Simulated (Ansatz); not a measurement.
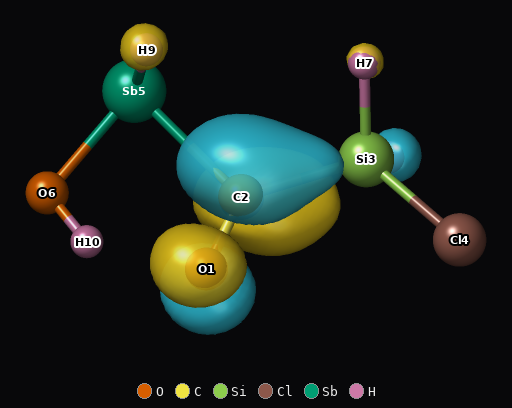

CH4ClO2SbSi. One frontier orbital at ±0.15 Å⁻³ᐟ² (yellow and cyan are the two phases), seen across its widest extent.

Core potentials replace the inner electrons of Sb.

The calculation used RKS LDA/def2-SVP (Ansatz 0.2.0).

The calculation's input:

```
crystal:
  periodic: [false, false, false]
  atoms:
    - { symbol: O, position_ang: [-1.8335, -0.7319, 0.5729] }
    - { symbol: C, position_ang: [-0.7007, -0.526, 0.3236] }
    - { symbol: Si, position_ang: [0.2553, 0.6495, 1.3381] }
    - { symbol: Cl, position_ang: [0.3155, 0.0378, 3.3473] }
    - { symbol: Sb, position_ang: [0.2256, -1.6087, -1.2973] }
    - { symbol: O, position_ang: [-0.7665, -0.4875, -2.6656] }
    - { symbol: H, position_ang: [-0.2639, 1.9974, 1.2478] }
    - { symbol: H, position_ang: [1.7212, 0.6968, 0.8815] }
    - { symbol: H, position_ang: [1.6236, -0.5125, -1.2824] }
    - { symbol: H, position_ang: [-0.4935, 0.4339, -2.463] }
basis:
  gaussian: { orbitals: def2-SVP }
hamiltonian:
  xc: lda
relax:
  f_tol: 0.02
  max_steps: 50
output:
  orbitals: {}
```

Command:

```sh
ansatz run input.yaml --threads 2 --pin off --max-ram 3072MiB --backend cpu --events-out ev --progress --plain --runs-dir out
```

The fields are those of the run's last geometry, not of the input's.

> Which orbital is it: HOMO or LUMO?

The LUMO, at −3.45 eV. It lies mainly on C2 (about 40 %) and O1 (about 30 %); π-antibonding (π*) across C2–O1.
